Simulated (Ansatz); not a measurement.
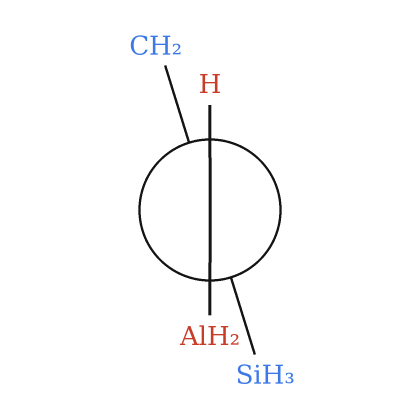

A Newman projection along the N–C bond, nitrogen in front; angles are drawn as computed, but eclipsed bonds slightly apart. The computed structure is the end point of a PBE-D4/def2-SVP optimisation. No frequency run is at hand to confirm it as a minimum.

> Which molecule is it?

C2H8AlNSi, C=C([SiH3])[NH][AlH2]

> What is the torsion angle from the front AlH2 to the back SiH3? The sign is positive where the front bond must turn clockwise to cover the back bond.

0°, synperiplanar (eclipsed).
